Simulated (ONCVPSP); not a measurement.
ONCVPSP 4.0.1 input (lines: element, Z, core and valence counts, functional; n l f; lmax; l rc ep ncon nbas qcut; lloc lpopt rc5 dvloc0; l nproj debl; icmod fcfact rcfact), Wu-Cohen, scalar-relativistic:

```
  S 16.00    3    2  -118130      upf
    1    0    2.00
    2    0    2.00
    2    1    6.00
    3    0    2.00
    3    1    3.00
    1
    0    1.25    0.00    3    6    4.60
    1    1.10    0.00    4    9    8.50
    4    3    0.70    0.00
    0    2    0.80
    1    1    1.00
    0    0.00    0.00
```

In the s channel the program set the typed energies aside and used -1.014, 0.250 Ha.

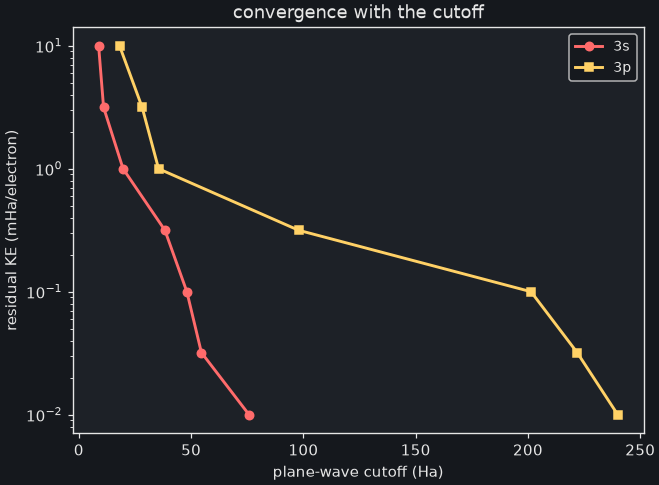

Residual kinetic energy of the pseudo-waves (the first of each channel, and further valence shells) beyond the plane-wave cutoff, as the generator prints it.

### Which cutoffs does the potential need for its occupied states?

36 Ha for 1 mHa and 201 Ha for 0.1 mHa per electron. The first is set by 3p.

### At which cutoff does each wave reach 1 mHa per electron?

3p: 36 Ha; 3s: 20 Ha.

### Which wave is the hardest at 1 mHa per electron, and which settings govern it?

3p, with rc = 1.10 bohr and qcut = 8.5 1/bohr. The optimisation minimises, but can't always remove, the kinetic energy above qcut²/2 = 36.1 Ha, and a larger rc would as a rule soften the wave at some cost in transferability.
